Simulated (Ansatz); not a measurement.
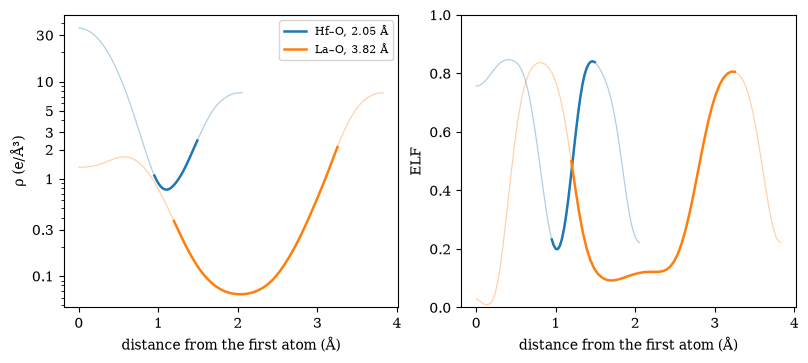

Figure. LaHfO. Valence electron density and electron localisation function along straight lines between neighbouring atoms. Thin, pale parts lie inside the atomic spheres.

Space group P6₃/mmc; a structure generated by program, which may or may not match a known phase.

The calculation used Ansatz 0.2.0, DFT PBE, scalar-relativistic, plane waves, PAW.

The density is the valence pseudo-density of a PAW calculation; it isn't the true density close to the nuclei.

```
CELL_PARAMETERS angstrom
3.55769 0.00000 0.00000
-1.77885 3.08105 0.00000
0.00000 0.00000 12.90400
ATOMIC_POSITIONS crystal
La 0.00000 0.00000 0.50000
La 0.00000 0.00000 0.00000
Hf 0.66667 0.33333 0.25000
Hf 0.33333 0.66667 0.75000
O 0.33333 0.66667 0.25000
O 0.66667 0.33333 0.75000
```

Compare the contacts.

Answer. Hf–O (2.05 Å): ρ is about 0.84 e/Å³ halfway; the ELF peaks at about 0.85 in the valence shell of O, 0.6 Å from its nucleus, and drops to about 0.20 between the two atoms: no localised pair shows between them.
La–O (3.82 Å): the density is about 0.07 e/Å³ at the midpoint; the ELF is about 0.10 at the midpoint; no localised pair shows between them.
